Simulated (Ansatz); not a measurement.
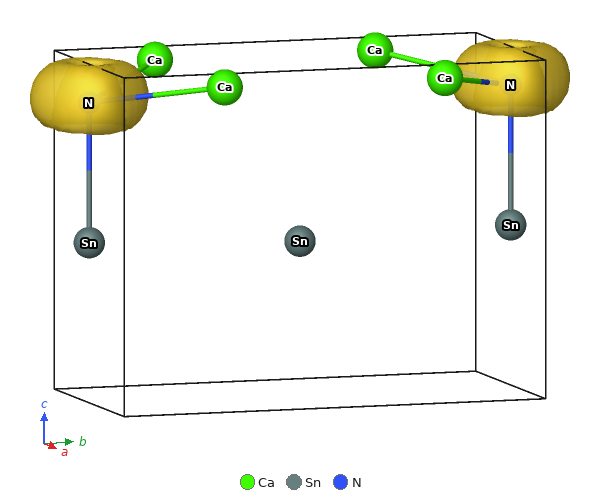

Figure. Ca2Sn2N. Isosurface of the electron localisation function at 0.8 (yellow), seen slightly off an axis. Core shells and regions of very low density are left out. Sticks mark near contacts.

Space group Pmm2; a generated structure, not necessarily the stable one; computed without spin polarisation.

All numbers below come from Ansatz 0.2.0, DFT PBE, scalar-relativistic, plane waves, PAW.

In a PAW calculation such maps are meaningful between the atoms, not at the nuclei.

```yaml
crystal:
  lattice:
    - [3.38687, 0.00000, 0.00000]
    - [0.00000, 6.70336, 0.00000]
    - [0.00000, 0.00000, 5.16119]
  atoms:
    - { symbol: Ca, position: [0.00000, 0.76134, 0.95990] }
    - { symbol: Ca, position: [0.00000, 0.23866, 0.95990] }
    - { symbol: Sn, position: [0.50000, 0.00000, 0.47303] }
    - { symbol: Sn, position: [0.50000, 0.50000, 0.45115] }
    - { symbol: N, position: [0.50000, 0.00000, 0.88705] }
```

Describe the localisation domains.

The ELF exceeds this value in one region wrapped around N (its valence shell), counted in one cell of 5 atoms. Regions shared between cells count once. Along the contacts the grid gives the following. Sn–N (2.14 Å): the ELF peaks at about 0.75 in the valence shell of N, 0.6 Å from its nucleus, and is about 0.30 at the midpoint. Ca–N (2.36 Å): the ELF peaks at about 0.85 in the valence shell of N, 0.6 Å from its nucleus, and is about 0.15 at the midpoint (no shared electron pair shows on this line).

Which way does charge flow, and how much by Bader's partition?

Electrons move from Ca towards N. Bader charges: Ca +1.33, Sn −1.10 to +0.13 and N −1.69 e.
